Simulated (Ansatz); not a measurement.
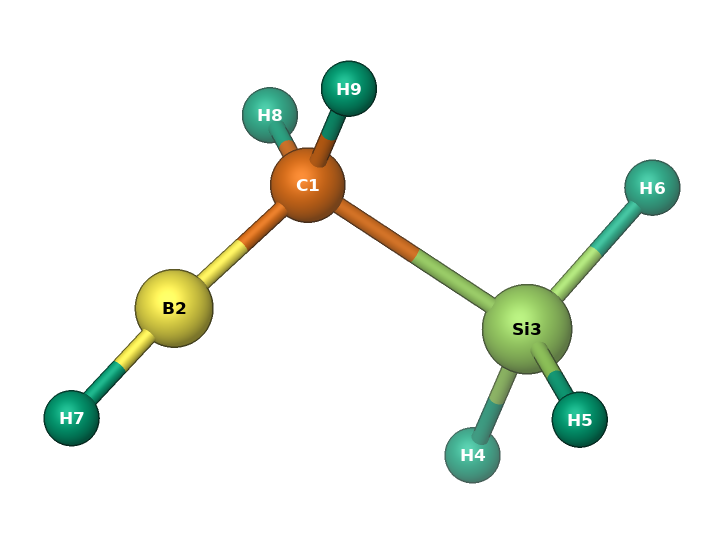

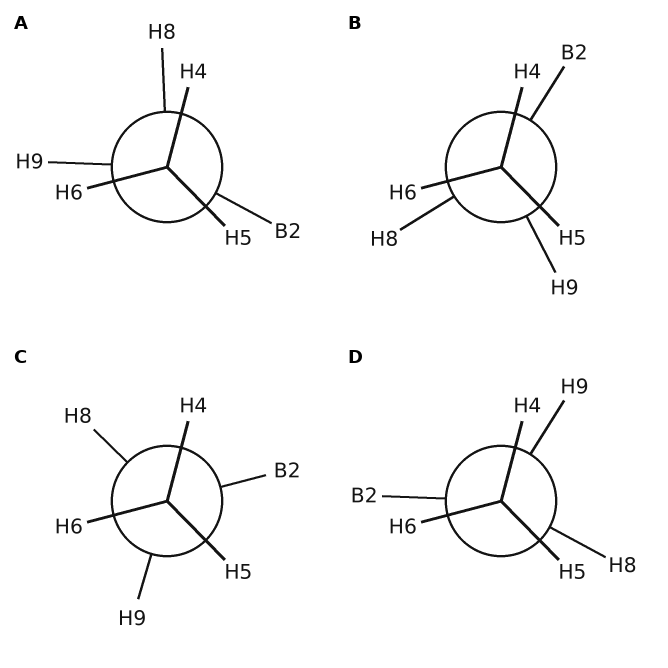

Distant atoms are faded towards the background colour. Bonds that would overlap in a projection are set slightly apart. Charge +1, singlet. The geometry was computed by an optimisation with PBE0-D4/def2-TZVP. No frequency run is at hand to confirm it as a minimum.

> Which Newman projection shows the view along Si3–C1, with Si3 in front?

C. The torsion angle H4–Si3–C1–B2 is 60°, synclinal (gauche).
